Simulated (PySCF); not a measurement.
Consider C$_{7}$H$_{14}$Si.

The calculation's input:

```
{"job": {"kind": "nmr", "xc": "PBE0", "basis": "pcSseg-1"}, "charge": 0, "multiplicity": 1}
C      3.393116    -0.133780    -1.009802
C      2.504463    -0.866838    -0.338079
C      1.699583    -0.402481     0.832636
C      0.188476    -0.466530     0.596618
C     -0.619031    -0.096699     1.848457
C     -2.115305    -0.094483     1.505114
Si    -2.153047     0.611547    -0.259629
C     -0.288085     0.432656    -0.558424
H      3.942516    -0.543642    -1.861559
H      3.606475     0.903211    -0.729764
H      2.321806    -1.900932    -0.660936
H      1.982249     0.631771     1.096092
H      1.942552    -1.030197     1.709956
H     -0.069205    -1.513219     0.340139
H     -0.385878    -0.778867     2.683360
H     -0.309165     0.912935     2.176117
H     -2.505764    -1.126131     1.486961
H     -2.720483     0.463497     2.234889
H     -2.619817     2.032443    -0.327025
H     -3.001611    -0.192676    -1.194555
H      0.188428     1.425903    -0.473579
H     -0.007844     0.035209    -1.544773
```

Launched as:

```sh
OMP_NUM_THREADS=1 python probes_run.py task.json out
```

Geometry: PBE0-D3(BJ)/def2-SVP.

Method: PBE0/pcSseg-1, SCF density, gas phase, non-relativistic in PySCF 2.14.0.

### What can the converged electron density and electron localisation function tell about the bonding?

C–Si (1.90 Å): ρ is about 0.92 e/Å³ halfway; the ELF peaks at about 0.95 between the atoms: a covalent bond.
C–H (1.11 Å): the density is about 1.9 e/Å³ at the midpoint; the ELF climbs to about 1 towards the hydrogen, as it does in any bond to H; an ordinary covalent bond to hydrogen.

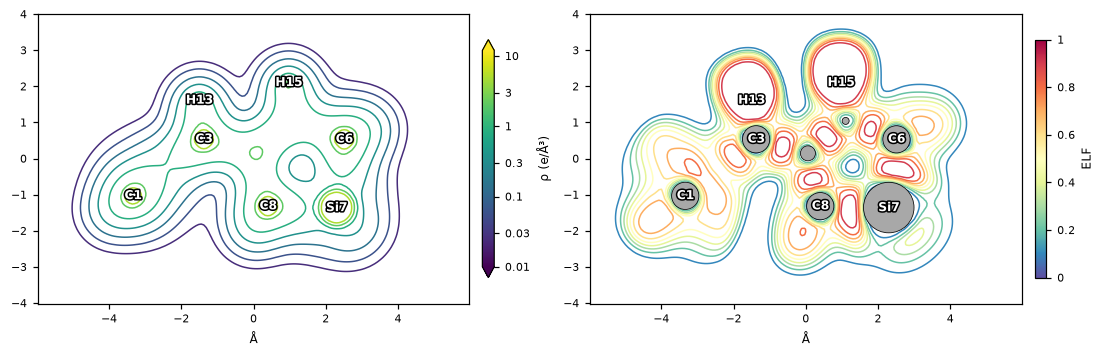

Computed electron density and electron localisation function on the plane of atoms C6, Si7 and C8, in this order. Grey discs cover the atomic cores in the ELF map. 
